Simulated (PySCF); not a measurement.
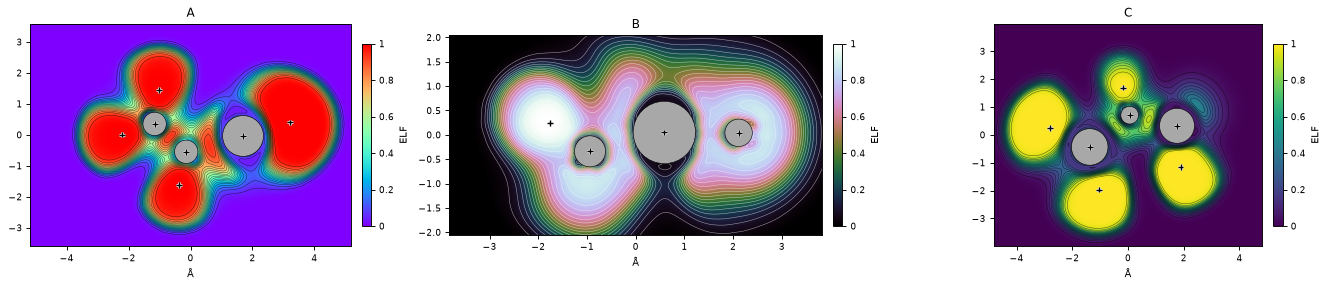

The ELF of 3 systems, each on a plane through atoms (crosses mark nuclei in the plane; grey discs cover the cores).

The calculation used PySCF, Gaussian-basis quantum chemistry of an isolated molecule with PySCF, energy and nuclear gradient, functional PBE0.

System 1: C₂H₄Al (SMILES C=[CH][AlH+]) (charge +1), the molecular plane. Geometry: BLYP-D3(BJ)/def2-SVP.

```yaml
atoms:
  - { symbol: C, position_ang: [0.2692, 0.1837, 2.0165] }
  - { symbol: C, position_ang: [0.2580, -0.0196, 3.3618] }
  - { symbol: Al, position_ang: [-1.1330, -0.9641, 4.2573] }
  - { symbol: H, position_ang: [1.0978, 0.7379, 1.5419] }
  - { symbol: H, position_ang: [-0.5156, -0.1750, 1.3302] }
  - { symbol: H, position_ang: [1.0900, 0.3778, 3.9732] }
  - { symbol: H, position_ang: [-2.2862, -1.7444, 4.9819] }
```

System 2: HNOSi (SMILES N=[Si]=O), the molecular plane. Geometry: B3LYP/6-31G*.

```xyz
4

N    -1.4068    0.2702   -3.8604
O    -1.2632   -1.6289   -1.4474
Si   -1.2637   -0.5492   -2.5232
H    -1.1982    1.2388   -4.0607
```

System 3: GaH₆NSi (SMILES [SiH3][NH][GaH2]), the plane of atoms Si3, N2 and H7. Geometry: PBE0-D4/def2-SVP.

```xyz
9

Ga   -1.2278   -0.1266    2.1275
N    -0.0220   -0.1491    0.7463
Si    0.4803   -1.4913   -0.2409
H    -0.2593   -2.6992    0.2321
H     0.1780   -1.2754   -1.6931
H     1.9526   -1.7535   -0.1396
H     0.4109    0.7459    0.5291
H    -1.4610    1.2567    2.8189
H    -1.9069   -1.4867    2.4832
```

> Match each panel to its system.

Panel A is system 1, C₂H₄Al: the plane holds C, Al and H. C–C (1.36 Å): the ELF peaks at about 0.95 between the atoms; localised, covalent bonding. Panel B is system 2, HNOSi: the plane holds N, O, Si and H. Si–O (1.52 Å): the ELF peaks at about 0.80 in the valence shell of O, 0.6 Å from its nucleus, and is about 0.50 at the midpoint. Panel C is system 3, GaH₆NSi: the plane holds Ga, N, Si and H. Si–N (1.74 Å): the ELF peaks at about 0.90 between the atoms, as expected for a shared but strongly polarised pair.
